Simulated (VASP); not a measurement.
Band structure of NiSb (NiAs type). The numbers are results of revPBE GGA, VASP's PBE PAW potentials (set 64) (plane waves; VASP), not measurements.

Unless said otherwise, spin-orbit coupling is left out, though it shifts the bands of the heavy elements here.

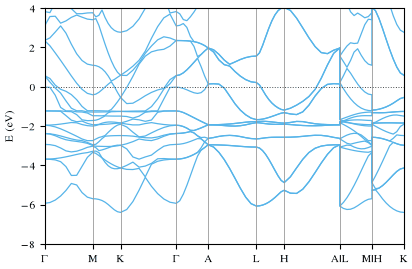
Fig. 1. Bands along high-symmetry lines, zero at the valence-band maximum or, without a gap, the Fermi level

Task: Read the plot: is there a gap, and where are the band edges?

Result: It has no gap at this level: it comes out as a metal or semimetal. (Edges off the drawn lines would not show.)

The compound is NiSb in the NiAs type structure. It was relaxed first. The run is not spin-polarised, so no magnetic state was tried.
